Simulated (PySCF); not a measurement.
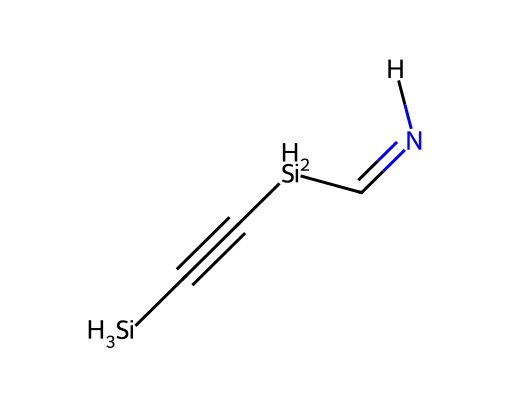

> Give its SMILES.

[H]/N=C\[SiH2]C#C[SiH3]

> Give the formula, hydrogens included.

C3H7NSi2.

> An optimisation with GFN2-xTB gave a structure of which point group?

Cs. Other conformers may differ.

More results for the same structure follow; atom numbers are the same in all pictures, views and colours differ. Computed geometry: GFN2-xTB optimisation. No frequency run is at hand to confirm it as a minimum.

### Geometry

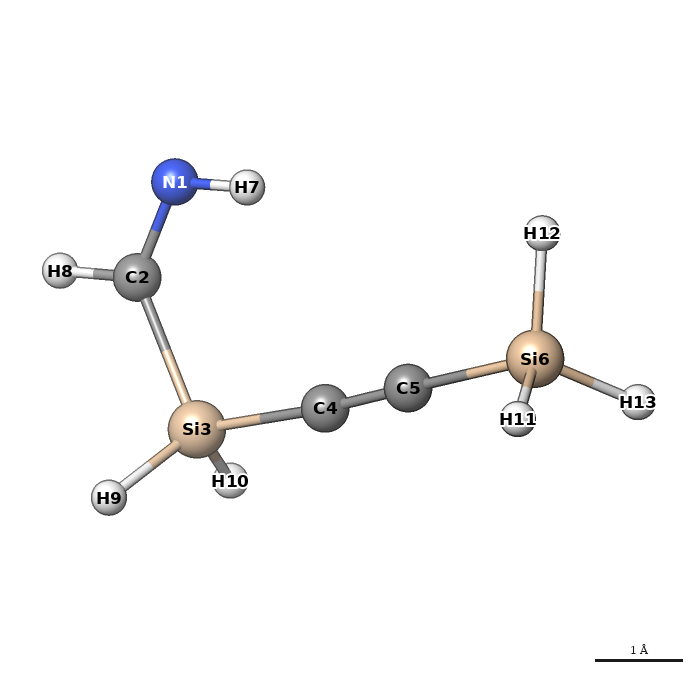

The atoms are numbered. No frequency run is at hand to confirm it as a minimum.

Which atoms are bonded, and how long are the bonds?

| bond | length (Å) | order |
| --- | --- | --- |
| N1–C2 | 1.258 | double |
| N1–H7 | 1.022 | single |
| C2–Si3 | 1.912 | single |
| C2–H8 | 1.091 | single |
| Si3–C4 | 1.848 | single |
| Si3–H9 | 1.465 | single |
| Si3–H10 | 1.465 | single |
| C4–C5 | 1.212 | triple |
| C5–Si6 | 1.851 | single |
| Si6–H11 | 1.465 | single |
| Si6–H12 | 1.465 | single |
| Si6–H13 | 1.465 | single |

### Electronic properties

No frequency run is at hand to confirm it as a minimum. Level of theory: PBE0/def2-SVPD, gas phase (PySCF 2.14.0). Excitations: vertical, linear response.

What does the calculation give?

- dipole moment: 1.91 D
- HOMO energy (Kohn–Sham orbital): −7.16 eV
- LUMO energy (Kohn–Sham orbital): −1.00 eV
- HOMO–LUMO gap: 6.16 eV
- mean static polarisability: 97.8 bohr³
- lowest vertical singlet excitation: 4.28 eV
- its oscillator strength: 0.000
- brightest of the 6 lowest singlets: 5.37 eV
- its oscillator strength: 0.05

### NMR shielding

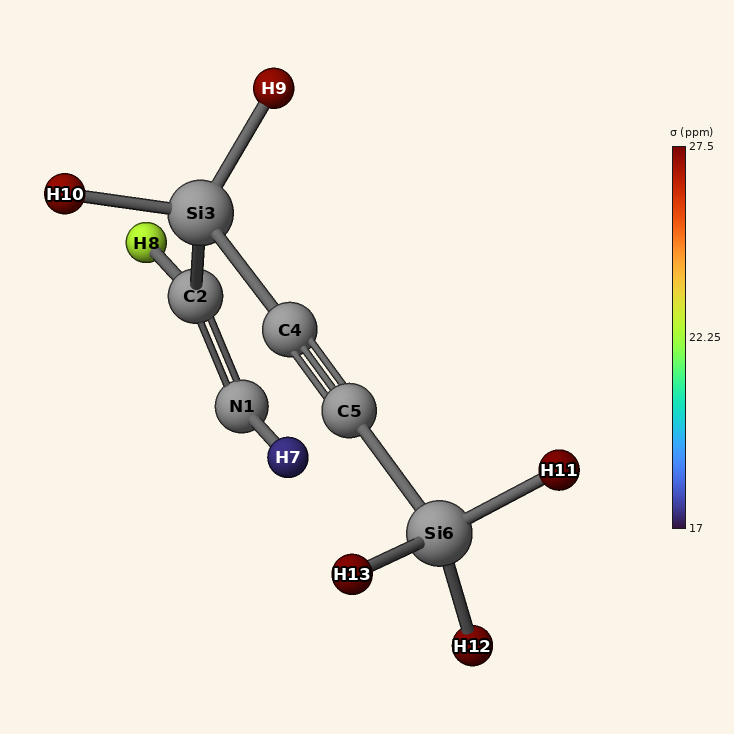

Atoms are coloured by their isotropic NMR shieldings (H only, the others grey). No frequency run is at hand to confirm it as a minimum. Level of theory: GIAO PBE0/pcSseg-1 NMR shielding, non-relativistic, gas phase (PySCF 2.14.0).

> Which H atom is the most shielded (lowest chemical shift)?

H11, H13 (27.42 ppm).

> Which H atom is the least shielded (highest chemical shift)?

H7 (17.48 ppm).

> How wide is the range of H shifts?

9.94 ppm.

List the isotropic NMR shieldings of the H atoms.

```tsv
atom	σ (ppm)
H7	17.48
H8	22.57
H9	27.14
H10	27.14
H11	27.42
H12	27.35
H13	27.42
```

### Quadrupole coupling

No frequency run is at hand to confirm it as a minimum. Electric field gradients from the ground-state density, PBE0/pcSseg-1 (PySCF 2.14.0), non-relativistic apart from any core potentials.

Give the largest field-gradient component, the quadrupole coupling constant and the asymmetry for 14N at N1 (Q = 20.44 mb), 2H at H7 (Q = 2.86 mb), 2H at H8 (Q = 2.86 mb).

```
atom  V_zz (a.u.)  e²qQ/h (MHz)     η
  N1       −1.093         −5.25  0.61
  H7        0.371         0.250  0.04
  H8        0.305         0.205  0.02
```

The geometry is semi-empirical. Around Si such bond lengths and angles can be off by a tenth of an ångström or more and by several degrees, and values that hang on the shape move with them.
